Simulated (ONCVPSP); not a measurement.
## Pseudopotential generation for Sn

System: tin (Sn, Z = 50), core [Kr] 4d10, reference valence 5s2 5p2, valence charge 4.
Method: ONCV potential, PBE, scalar-relativistic, made with ONCVPSP 4.0.1.

Results in brief:

- outcome: generated, with a ghost state
- cutoffs needed: 48 Ha and 63 Ha (the cutoffs at which the residual kinetic energy of the hardest occupied pseudo-wave falls to 1 and 0.1 mHa per electron)
- ghost test: GHOST(-) flagged for s at -132.5 eV, d at -189.6 eV; GHOST(+) flagged for d at 232.8 eV (flags above 300 eV left out)
- largest excitation error: +125 meV (all-electron minus pseudo) for 5s1 5p0, out of 4 test configurations
- range over which the phases arctan(r R′/R) at the test radius agree within 0.05 rad (a looser test near the poles than one of phase shifts): s: over the whole range computed; p: between about -1.2 and 0.3 Ha; d: between about -0.6 and 3.0 Ha; f: not judged, local potential alone
- hardware: 1 CPU thread, shared host
- wall time: 2.6 s

Remarks:

The potential has a bound ghost state, so it can't be used as it stands.

The input:
```
# ATOM AND REFERENCE CONFIGURATION
# atsym  z   nc   nv     iexc    psfile
  Sn 50.00    9    2        4      upf
#
#   n    l    f
    1    0    2.00
    2    0    2.00
    2    1    6.00
    3    0    2.00
    3    1    6.00
    3    2   10.00
    4    0    2.00
    4    1    6.00
    4    2   10.00
    5    0    2.00
    5    1    2.00
#
# PSEUDOPOTENTIAL AND OPTIMIZATION
# lmax
    2
#
#   l,   rc,      ep,       ncon, nbas, qcut
    0    1.65    0.00    4    8    3.20
    1    1.65    0.00    4    7    4.70
    2    2.55    0.39    3    7    3.70
#
# LOCAL POTENTIAL
# lloc, lpopt,  rc(5),   dvloc0
    1    5    1.65    0.00
#
# VANDERBILT-KLEINMAN-BYLANDER PROJECTORs
# l, nproj, debl
    0    2    1.50
    1    0    3.60
    2    2    0.60
#
# MODEL CORE CHARGE
# icmod, fcfact, rcfact
    0    0.00    0.00
#
# LOG DERIVATIVE ANALYSIS
# epsh1, epsh2, depsh
   -2.00    5.00    0.02
#
# OUTPUT GRID
# rlmax, drl
    6.00    0.01
#
# TEST CONFIGURATIONS
# ncnf
    4
# nvcnf
#   n    l    f
    2
    5    0    2.00
    5    1    1.00
#
    2
    5    0    2.00
    5    1    0.00
#
    2
    5    0    1.00
    5    1    0.00
#
    2
    5    0    1.00
    5    1    2.00
#
```

Launched with:
```bash
oncvpsp.x < Sn.dat > Sn.out
```

Output (extracts):
```
ONCVPSP  (Optimized Norm-Conservinng Vanderbilt PSeudopotential)
scalar-relativistic version 4.0.1

#   n    l    f        energy (Ha)
    1    0    2.00    -1.0662547E+03
    2    0    2.00    -1.6096598E+02
    2    1    6.00    -1.4449653E+02
    3    0    2.00    -3.1062333E+01
    3    1    6.00    -2.5680795E+01
    3    2   10.00    -1.7397997E+01
    4    0    2.00    -4.9218508E+00
    4    1    6.00    -3.2964217E+00
    4    2   10.00    -9.4956597E-01
    5    0    2.00    -3.8767815E-01
    5    1    2.00    -1.3576403E-01

Reference configufation results
  iterations    25
  all-electron total energy (Ha)   -6.17720227D+03

Begin loop to  construct optimized pseudo wave functions
and semi-local pseudopoentials for all angular momenta

   Wellstate for l =  0  n =  6
     eigenvalue =   1.1123
     asymptotic potential =   1.6123
     half-point radius =  3.2580

Calculating optimized projector #   1

 for l=   0

    Fraction of norm inside rc  0.178698
    Optimizing pswf for qcut=   3.21 a_B^-1,  ecut=   5.15 Ha
    Residual kinetic energy error=  3.49D-03 Ha

    Energy error per electron        Cutoff
         Ha          eV             Ha
         0.01000     0.27211        3.97
         0.00100     0.02721       28.41
         0.00010     0.00272       62.56
         0.00001     0.00027       86.69

Calculating optimized projector #   2

 for l=   0

    Fraction of norm inside rc  0.150719
    Optimizing pswf for qcut=   3.21 a_B^-1,  ecut=   5.15 Ha
    Residual kinetic energy error=  3.28D-02 Ha

    Energy error per electron        Cutoff
         Ha          eV             Ha
         0.01000     0.27211        6.13
         0.00100     0.02721        7.79
         0.00010     0.00272       34.49
         0.00001     0.00027       84.07

Calculating optimized projector #   1

 for l=   1

    Fraction of norm inside rc  0.064490
    Optimizing pswf for qcut=   4.70 a_B^-1,  ecut=  11.05 Ha
    Residual kinetic energy error=  1.12D-02 Ha

    Energy error per electron        Cutoff
         Ha          eV             Ha
         0.01000     0.27211       11.69
         0.00100     0.02721       47.62
         0.00010     0.00272       58.05
         0.00001     0.00027       93.77

   Wellstate for l =  2  n =  5
     eigenvalue =   0.3900
     asymptotic potential =   0.8900
     half-point radius =  3.9816

   Wellstate for l =  2  n =  6
     eigenvalue =   0.9900
     asymptotic potential =   1.4900
     half-point radius =  5.0951

Calculating optimized projector #   1

 for l=   2

    Fraction of norm inside rc  0.274016
    Optimizing pswf for qcut=   3.71 a_B^-1,  ecut=   6.87 Ha
    Residual kinetic energy error=  2.73D-04 Ha

    Energy error per electron        Cutoff
         Ha          eV             Ha
         0.01000     0.27211        1.71
         0.00100     0.02721        4.84
         0.00010     0.00272       17.56
         0.00001     0.00027       41.82

Calculating optimized projector #   2

 for l=   2

    Fraction of norm inside rc  0.252267
    Optimizing pswf for qcut=   3.71 a_B^-1,  ecut=   6.87 Ha
    Residual kinetic energy error=  1.09D-02 Ha

    Energy error per electron        Cutoff
         Ha          eV             Ha
         0.01000     0.27211        7.03
         0.00100     0.02721       34.09
         0.00010     0.00272       53.20

Construct Vanderbilt / Kleinmman-Bylander projectors

B matrix Hermiticity error, ll=   0
   1   2    1.0850E-04

  Orthonormal projector coefficients  4.9531E+02 -7.7064E+00

B matrix Hermiticity error, ll=   2
   1   2    3.2198E-05

  Orthonormal projector coefficients -2.4040E+01  2.1383E+00

Pseudoatom total energy   -3.364482

Diagnostic tests using Vanderbilt-Kleinman-Bylander pseudopotentials
  1 or more projectors used as specified by nproj input data

   l    rcore       rmatch      e in        delta e   norm test  slope test

   0   1.6570792   1.7073917  -0.3876781   0.0000016   1.0000415   1.0000276
run_diag: lschvkbbe ERROR   2   1   0  60  1.11232184E+00  9.51089659E-01
   0   1.6570792   1.7073917   1.1123218  -0.1612322   0.0973024   0.1215187

   1   1.6570792   1.7073917  -0.1357640   0.0000038   1.0000197   1.0000176

   2   2.5644596   2.6423221   0.3900000  -0.0001563   0.9993866   0.9993866
   2   2.5644596   2.6423221   0.9900000   0.0004763   0.9998016   0.9998016

 Testing for bound ghosts
   n   l    E NL Schr. Eq   E Basis Diag.   E Cutoff

       0                       -4.870633     94.46  WARNING - GHOST(-)
   1   0       -0.387677       -0.372190     94.46

       2                       -6.967655     38.87  WARNING - GHOST(-)

 Testing for highly-localized positive-energy ghosts
       l    <radius>/rc     E Basis Diag.   E Cutoff

       0        0.225787      506.544220     94.46  WARNING - GHOST(+)

       2        0.531370        8.556629     38.87  WARNING - GHOST(+)

Test configuration 0

   n   l     f        eae           eps        diff
   1   0  2.0000-1066.25467375
   2   0  2.0000 -160.96597558
   2   1  6.0000 -144.49652697
   3   0  2.0000  -31.06233310
   3   1  6.0000  -25.68079503
   3   2 10.0000  -17.39799707
   4   0  2.0000   -4.92185075
   4   1  6.0000   -3.29642165
   4   2 10.0000   -0.94956597
   5   0  2.0000   -0.38767815   -0.38767652    1.63D-06
   5   1  2.0000   -0.13576403   -0.13576026    3.77D-06

    Total energies and differences
      AE_ref= -6.17720227D+03  AE_tst= -6.17720227D+03  dif=  0.00D+00
      PS_ref= -3.36448153D+00  PS_tst= -3.36448153D+00  dif= -4.44D-15
      PSP excitation error=  4.44D-15

Test configuration 1

   n   l     f        eae           eps        diff
   1   0  2.0000-1066.55068153
   2   0  2.0000 -161.26053810
   2   1  6.0000 -144.79125816
   3   0  2.0000  -31.35649982
   3   1  6.0000  -25.97497354
   3   2 10.0000  -17.69213282
   4   0  2.0000   -5.21546190
   4   1  6.0000   -3.59004514
   4   2 10.0000   -1.24234697
   5   0  2.0000   -0.65457098   -0.65516028   -5.89D-04
   5   1  1.0000   -0.37688501   -0.37657430    3.11D-04

    Total energies and differences
      AE_ref= -6.17720227D+03  AE_tst= -6.17694963D+03  dif=  2.53D-01
      PS_ref= -3.36448153D+00  PS_tst= -3.11190462D+00  dif=  2.53D-01
      PSP excitation error=  6.53D-05

Test configuration 2

   n   l     f        eae           eps        diff
   1   0  2.0000-1066.90399174
   2   0  2.0000 -161.61071842
   2   1  6.0000 -145.14177741
   3   0  2.0000  -31.70583312
   3   1  6.0000  -26.32432809
   3   2 10.0000  -18.04140377
   4   0  2.0000   -5.56333951
   4   1  6.0000   -3.93780369
   4   2 10.0000   -1.58788824
   5   0  2.0000   -0.95884427   -0.95927243   -4.28D-04

    Total energies and differences
      AE_ref= -6.17720227D+03  AE_tst= -6.17643687D+03  dif=  7.65D-01
      PS_ref= -3.36448153D+00  PS_tst= -2.60008259D+00  dif=  7.64D-01
      PSP excitation error=  1.00D-03

Test configuration 3

   n   l     f        eae           eps        diff
   1   0  2.0000-1067.35626714
   2   0  2.0000 -162.05694049
   2   1  6.0000 -145.58836272
   3   0  2.0000  -32.15155356
   3   1  6.0000  -26.77004380
   3   2 10.0000  -18.48691268
   4   0  2.0000   -6.00630796
   4   1  6.0000   -4.38002415
   4   2 10.0000   -2.02354475
   5   0  1.0000   -1.32156155   -1.30961246    1.19D-02

    Total energies and differences
      AE_ref= -6.17720227D+03  AE_tst= -6.17529867D+03  dif=  1.90D+00
      PS_ref= -3.36448153D+00  PS_tst= -1.46548139D+00  dif=  1.90D+00
      PSP excitation error=  4.61D-03

Test configuration 4

   n   l     f        eae           eps        diff
   1   0  2.0000-1066.60795705
   2   0  2.0000 -161.31655524
   2   1  6.0000 -144.84717792
   3   0  2.0000  -31.41328554
   3   1  6.0000  -26.03173126
   3   2 10.0000  -17.74879221
   4   0  2.0000   -5.27239825
   4   1  6.0000   -3.64673914
   4   2 10.0000   -1.29656301
   5   0  1.0000   -0.68727307   -0.68500937    2.26D-03
   5   1  2.0000   -0.40279625   -0.40311430   -3.18D-04

    Total energies and differences
      AE_ref= -6.17720227D+03  AE_tst= -6.17666852D+03  dif=  5.34D-01
      PS_ref= -3.36448153D+00  PS_tst= -2.83149648D+00  dif=  5.33D-01
      PSP excitation error=  7.69D-04
```

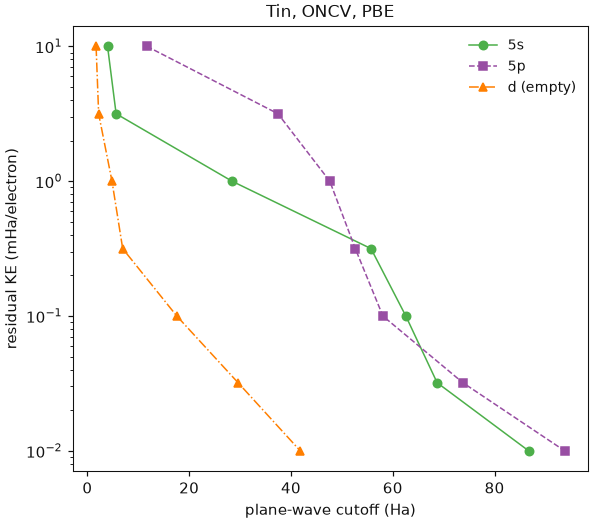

*Residual kinetic energy of the pseudo-waves (the first of each channel, and further valence shells) beyond the plane-wave cutoff, as the generator prints it.*

- Cutoffs for the occupied states: 48 Ha for 1 mHa and 63 Ha for 0.1 mHa per electron. The first is set by 5p.
- Cutoffs for 1 mHa per electron: 5p: 48 Ha; 5s: 28 Ha; d (empty): 4.8 Ha.
- Hardest wave at 1 mHa per electron: 5p, with rc = 1.65 bohr and qcut = 4.7 1/bohr. The optimisation minimises, but can't always remove, the kinetic energy above qcut²/2 = 11.0 Ha, and a larger rc would as a rule soften the wave at some cost in transferability. The potential isn't sound: its ghost test gives GHOST(-) flagged for s at -132.5 eV, d at -189.6 eV; GHOST(+) flagged for d at 232.8 eV (flags above 300 eV left out).

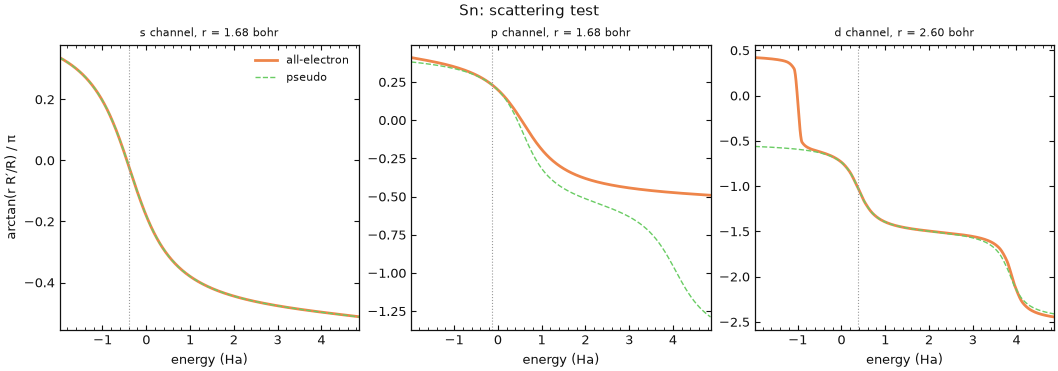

*Unwrapped phase arctan(r R′/R) in units of π against energy, all-electron (solid) and pseudo (dashed); the pseudo phase is matched to the all-electron one at the reference energy. Here R(r) is the radial function. A near-vertical step is a level narrower than the spacing of the points behind the curves. The dotted line marks the reference energy of the channel. Not drawn: f: not judged.*

- Range over which the phases agree within 0.05 rad: s: over the whole range drawn; p: between about -1.2 and 0.3 Ha; d: between about -0.6 and 3.0 Ha.
- Ghost states: Going away from the reference energies, the phases part by more than π/2 in: p at about 4.0 Ha (above its reference energy, pseudo phase lower); d at about -1.0 Ha (below its reference energy, pseudo phase lower, at the 4d core level, which only the all-electron atom has). Such a step is either a state that only one of the two atoms has or an ordinary level shifted in energy. The separate test gives: GHOST(-) flagged for s at -132.5 eV, d at -189.6 eV; GHOST(+) flagged for d at 232.8 eV (flags above 300 eV left out). The bound ghosts lie below the range of the plot.

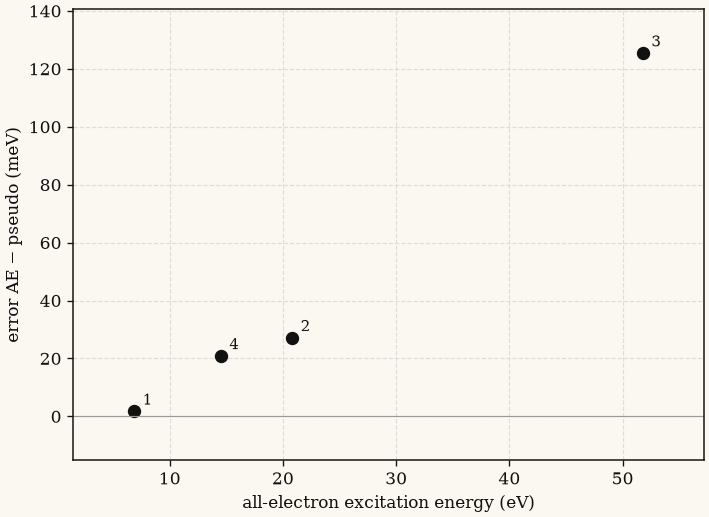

*Errors, all-electron minus pseudo, of the energies of valence configurations relative to the unpolarised reference 5s2 5p2. Points: 1 = 5s2 5p1; 2 = 5s2 5p0; 3 = 5s1 5p0; 4 = 5s1 5p2.*

- Worst configuration: 5s1 5p0 (charge +3): the error is +125 meV on an all-electron energy of +51.80 eV relative to the reference, or 0.24 %.
- Configurations within 10 meV and within 50 meV: 1 and 3 of 4.

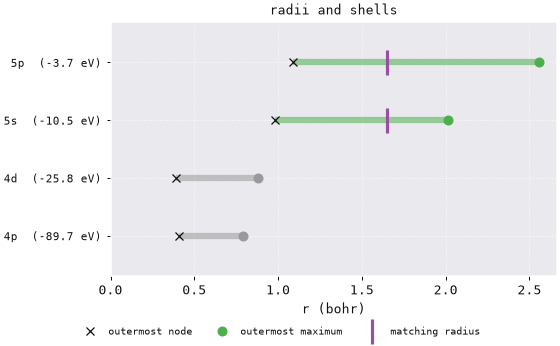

*Outer shells of the all-electron reference atom: each bar runs from the outermost node (or the nucleus) to the outermost maximum of u(r); the tick is the radius chosen for the pseudo-wave. Shells without a tick have no pseudo-wave of their own. Levels, nodes and maxima are from ld1.x, scalar-relativistic.*

- Radii against the shells: 5s: 1.65 bohr, between node and maximum; 5p: 1.65 bohr, between node and maximum.
